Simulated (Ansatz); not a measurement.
SiH4···CH4O

```tsv
atom	x (Å)	y (Å)	z (Å)
Si	-1.0608	0.6506	-1.5274
H	0.0124	-0.2462	-2.0364
H	-2.0780	0.7901	-2.6111
H	-1.7294	0.0449	-0.3471
H	-0.5239	1.9980	-1.2152
H	1.7369	-0.0630	0.0206
O	1.0283	0.2773	0.5788
C	0.7293	-0.6739	1.5686
H	0.3762	-1.6345	1.1486
H	1.5899	-0.8795	2.2322
H	-0.0809	-0.2639	2.1886
```

All numbers below come from RKS CAM-B3LYP/def2-SVP in Ansatz 0.2.0.

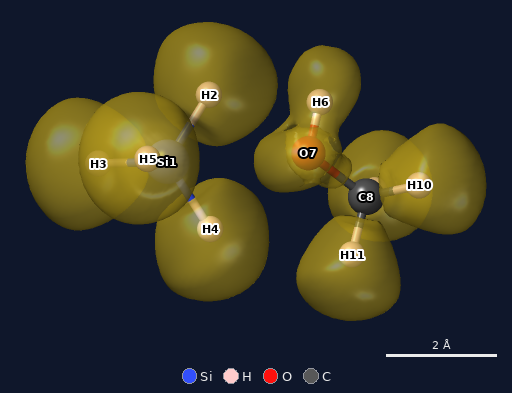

Figure 1. Isosurface of the electron localisation function at 0.75 (yellow), seen at a tilt. Core shells and regions of very low density are left out.

Identify the bonds, lone pairs and shells in this picture.

The surface consists of seven regions around hydrogen nuclei and one joined region spread over several atoms (H, O), in which their bonds and any lone pairs are merged.


Si1···O7 (2.99 Å): the ELF dips to about 0.05 between them. C–O (1.40 Å): the ELF peaks at about 0.90 between the atoms: a polar covalent bond.

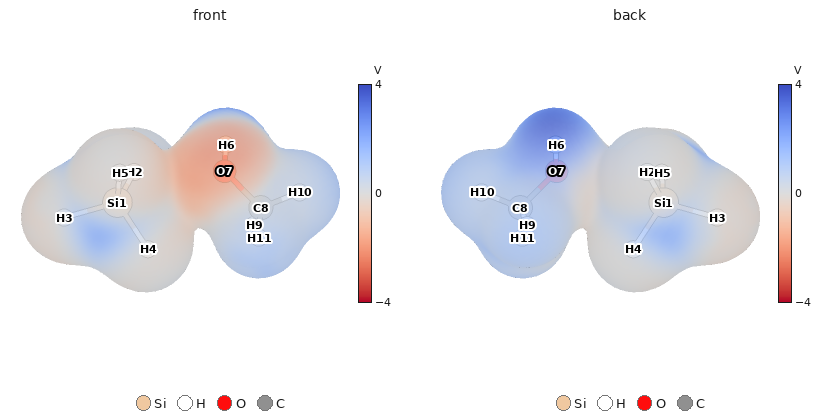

Figure 2. The molecular electrostatic potential painted on the density surface at 0.004 e/bohr³, seen from the front and from behind; the colour scale runs from red (negative) to blue (positive).

Describe the electrostatic potential map.

The most negative region (about −1.7 V) lies over O7, the most positive (about +3.0 V) over H6. O7 is the likeliest acceptor of a hydrogen bond.

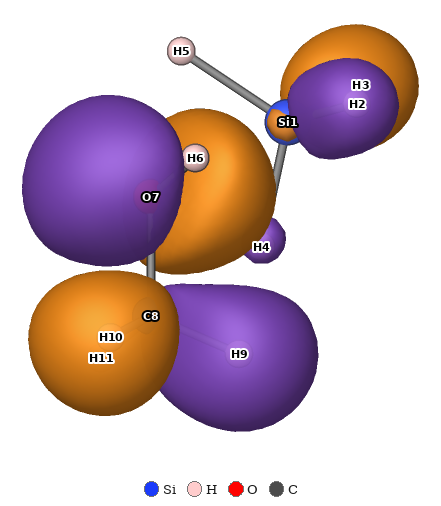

Figure 3. The HOMO at ±0.08 Å⁻³ᐟ² (orange and purple are the two phases), seen at an oblique angle.

What is the character of this orbital?

Its weight (Hirshfeld) is mainly on O7 (about 60 %), C8 (about 15 %), H10 (about 5 %) and H9 (about 5 %). Its energy is −9.37 eV.
